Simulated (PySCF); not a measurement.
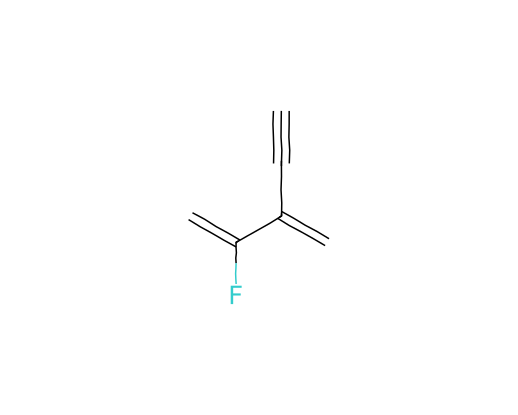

Transcribe the drawing into SMILES.

C#CC(=C)C(=C)F

What is the molecular formula?

C6H5F.

An optimisation with GFN2-xTB gave a structure of which point group?

Cs. Other conformers may differ.

The parts below concern this one geometry. Atoms keep their numbers from picture to picture. The computed structure is the end point of a GFN2-xTB optimisation. No frequency run is at hand to confirm it as a minimum.

### Shape

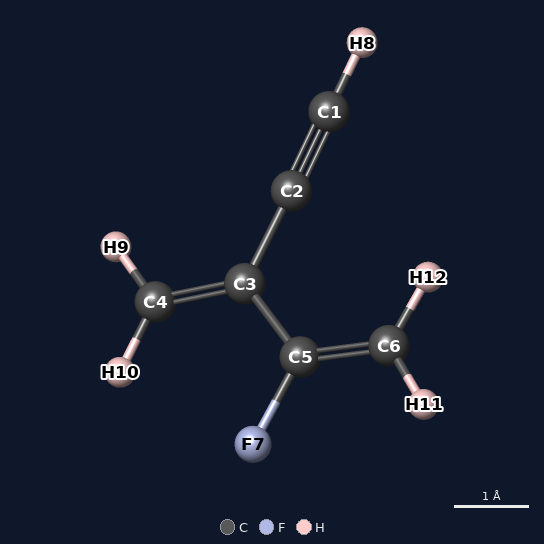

Numbered structure. No frequency run is at hand to confirm it as a minimum.

What are the angles C2–C1–H8, C1–C2–C3, C2–C3–C4, C2–C3–C5, C4–C3–C5, C3–C4–H9, C3–C4–H10, C3–C5–C6, C3–C5–F7, C6–C5–F7, C5–C6–H11, C5–C6–H12?

| angle | degrees |
| --- | --- |
| C2–C1–H8 | 179.8 |
| C1–C2–C3 | 178.6 |
| C2–C3–C4 | 121.2 |
| C2–C3–C5 | 116.3 |
| C4–C3–C5 | 122.5 |
| C3–C4–H9 | 121.2 |
| C3–C4–H10 | 121.2 |
| C3–C5–C6 | 126.8 |
| C3–C5–F7 | 114.2 |
| C6–C5–F7 | 119.0 |
| C5–C6–H11 | 121.0 |
| C5–C6–H12 | 120.5 |

### Excitation

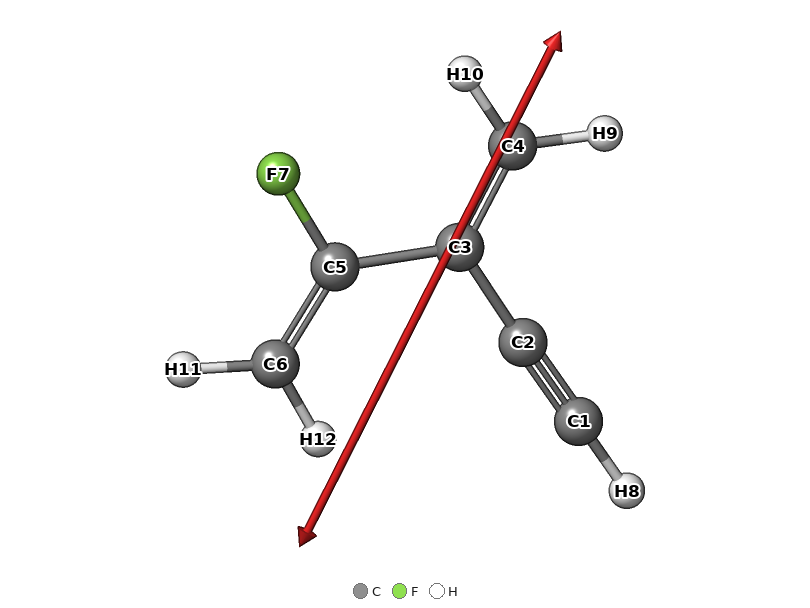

The double arrow shows the direction of the transition dipole to excited singlet state 1 (its length means nothing). No frequency run is at hand to confirm it as a minimum. Level of theory: TDDFT CAM-B3LYP/def2-SVPD, vertical, gas phase, core orbitals frozen in the response (PySCF 2.14.0).

How is the transition polarised?

In the molecular plane, nearly parallel to the C3–C4 bond.

Where does the transition lie, and how strong is it?

5.47 eV (227 nm), oscillator strength 0.41, mainly HOMO → LUMO (weight 0.91); transition dipole 4.47 D.

### Core levels

No frequency run is at hand to confirm it as a minimum. Level of theory: delta-SCF UKS SCAN, pcX-2 on the ionised atom, pcseg-1 elsewhere, spin-free X2C (PySCF 2.14.0).

Give the core-electron binding energies (to vacuum) of C1 1s, C2 1s, C3 1s, C4 1s, C5 1s, C6 1s, F7 1s.

```csv
atom,level,binding energy (eV)
C1,1s,290.4
C2,1s,291.0
C3,1s,291.8
C4,1s,290.1
C5,1s,293.1
C6,1s,290.1
F7,1s,693.0
```

### Polarisability

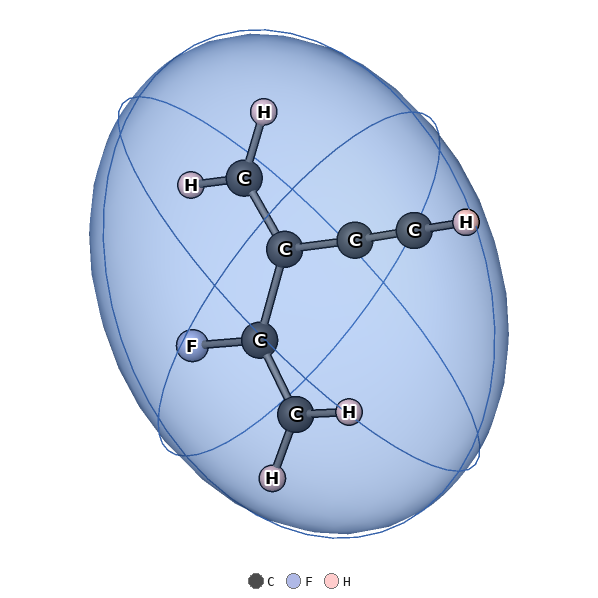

The ellipsoid shows the static dipole polarisability: its half-axes are proportional to the principal values. No frequency run is at hand to confirm it as a minimum. Method: CAM-B3LYP/def2-SVPD (PySCF 2.14.0).

How large and how anisotropic is the polarisability?

Principal values 44.0, 79.4, 97.6 bohr³; mean 73.7 bohr³ (10.92 Å³); anisotropy 47.2 bohr³, so the longest axis is 2.22 times the shortest.
